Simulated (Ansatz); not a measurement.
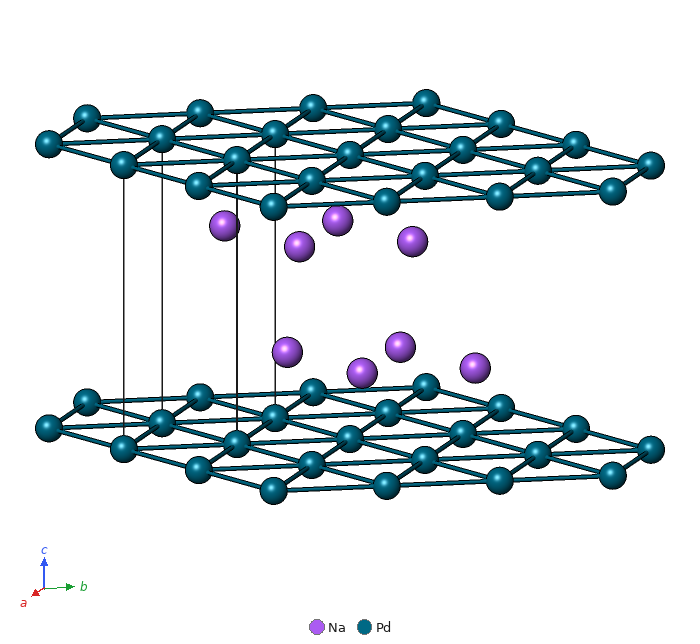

System Na₂Pd (space group P-3m1, No. 164); source of the atomic positions: the geometry relaxed with Ansatz 0.2.0, DFT PBE, scalar-relativistic, plane waves, PAW; the starting structure was generated, so it need not be a known form of this composition.

Bonds are taken as Pd–Pd below 3.5 Å; Na is left out of the net, as the electropositive filling of the structure; no other contact counts. The graph is simplified in the usual way: terminal and isolated atoms are pruned, two-connected atoms become edges.

What kind of net remains, and which atoms are its nodes?

A uninodal 6-connected, two-periodic (layers) net: Pd is a 6-connected node.

Which named net is it?

It is the hxl net, known from the triangular lattice.

How do the layers lie?

The layers lie parallel to (001).

Give the point symbol of each node (shortest cycle at each angle).

Pd: 3⁶·4⁶·5³.

The simplified net, drawn on the atoms' positions. Nodes are coloured by element. One layer is drawn. Edges to nodes outside the piece are drawn as stubs.

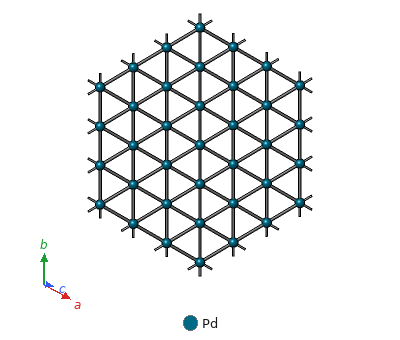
